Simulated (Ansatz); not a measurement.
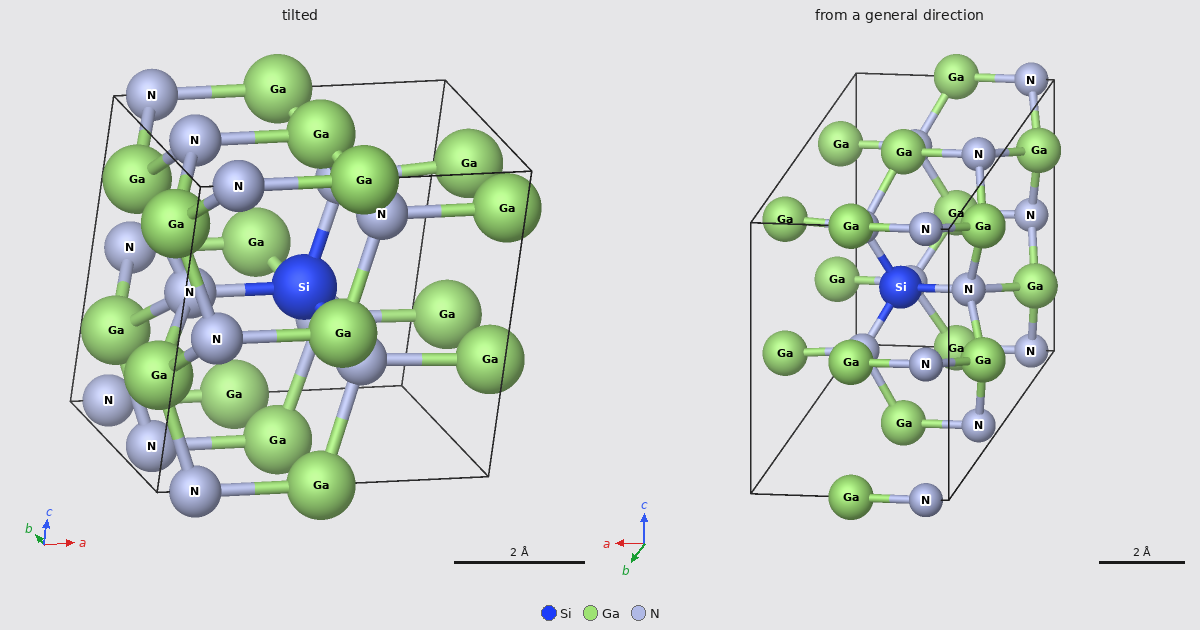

An orthographic ball-and-stick view of the structure, slightly off an axis and from a general direction. The lines enclose the supercell; boundary atoms appear with their images. The host is GaN, in a cell of 16 sites, and the cell is neutral.

Q: What has been changed against the perfect crystal?

A: Silicon on a gallium site (a substitutional impurity). It is bonded to four N in a tetrahedral arrangement at about 1.8 Å.

Method used: Ansatz, DFT PBE, scalar-relativistic, plane waves, PAW. It ran with E_cut = 420 eV, a 3×3×3 sampling of the Brillouin zone, Gaussian smearing of 0.01 eV, collinear spins.

Q: Is the defect magnetic?

A: Yes, 0.3 μB in the cell.

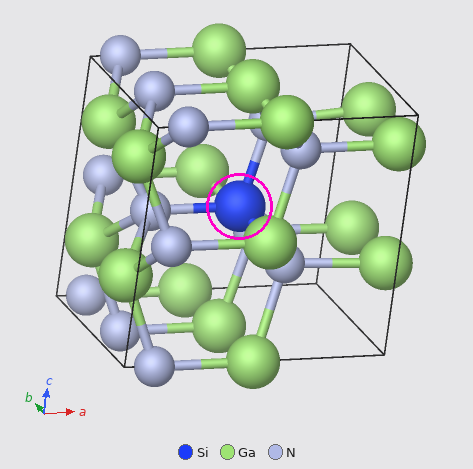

The same cell with a ring at the defect's site.

The atoms were relaxed in the host's cell with DFT PBE, scalar-relativistic, plane waves, PAW (Ansatz).
